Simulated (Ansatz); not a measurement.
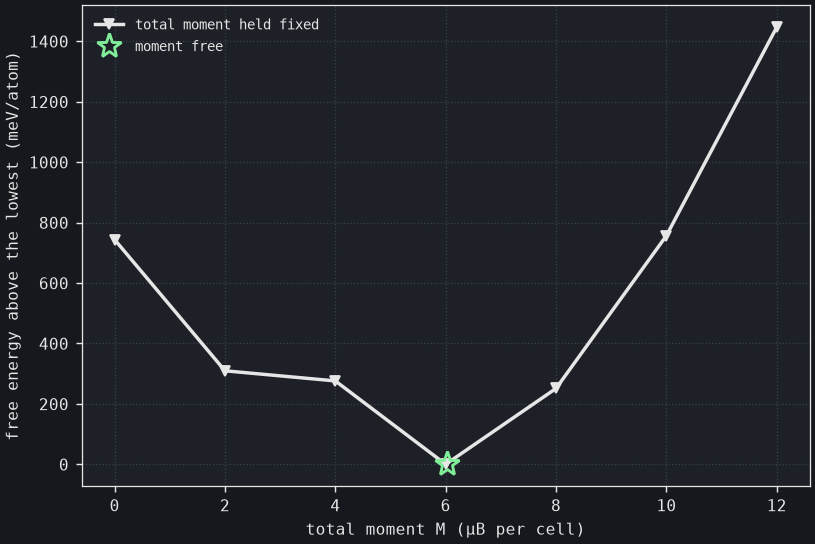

Fixed-spin-moment scan.
- system: MnO2 (P4_2/mnm, 6 atoms in the cell)
- method: DFT, PBE+U, PAW, plane waves, scalar-relativistic (Ansatz 0.2.0); cutoff 420 eV, 5×5×8 k-mesh, Gaussian smearing of 0.05 eV, collinear spins, U = 3.9 eV on Mn d

Question: What does the curve say about the magnetic state?

Answer: Among the held moments the energy is lowest at M = 6 μB. The best free run ends at M = 6.0 μB, at or below every held value. Antiparallel orders weren't tried, and these are the states found from these starts; lower ones may exist.

Question: How far does the point at M = 0 lie above the minimum?

Answer: About 740 meV/atom. That run is non-magnetic, so this is the energy of forming the moments, not the difference to an antiparallel order, which the scan doesn't reach.
